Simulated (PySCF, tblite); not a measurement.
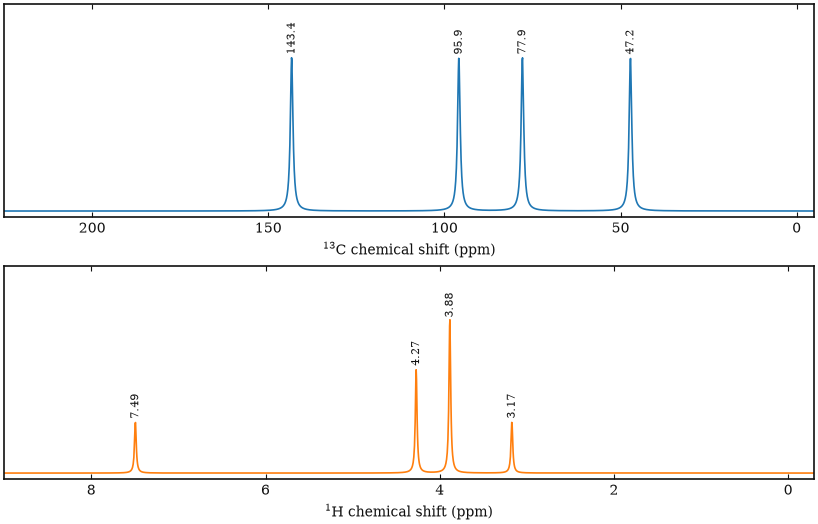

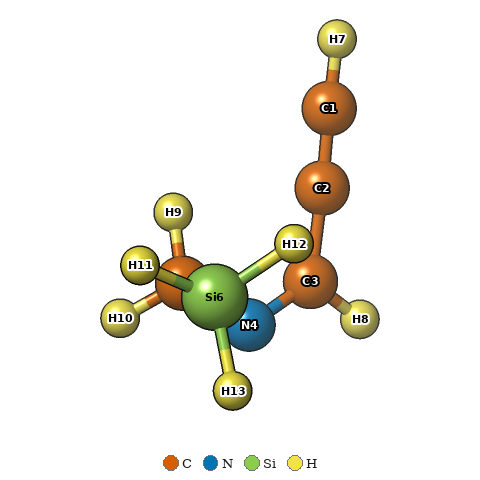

Spectrum and numbered structure of C₄H₇NSi, SMILES C#C/C=N\C[SiH3]. GIAO shifts, PBE0/pcSseg-1 with PySCF 2.14.0, at a GFN2-xTB geometry (a minimum by its frequencies), against TMS for ¹³C and TMS for ¹H computed at the same level. Gas phase, fully decoupled, line heights follow the number of nuclei, widths are arbitrary (no quadrupolar broadening); values of one conformer, averaged over nuclei that symmetry, rotation about single bonds or inversion at nitrogen exchange, these motions taken as fast; other conformers aren't averaged in.

### Which ¹³C nuclei are the least shielded, and which the most?

Least shielded: C3 at 143.4 ppm. Most shielded: C5 at 47.2 ppm.

### Assign the ¹H signals to the numbered atoms.

| δ (ppm) | nuclei | atoms |
| --- | --- | --- |
| 7.49 | 1 | H8 |
| 4.27 | 2 | H9, H10 |
| 3.88 | 3 | H11, H12, H13 |
| 3.17 | 1 | H7 |

Caveats: the tight-binding geometry is rougher than a DFT one and adds to the error.
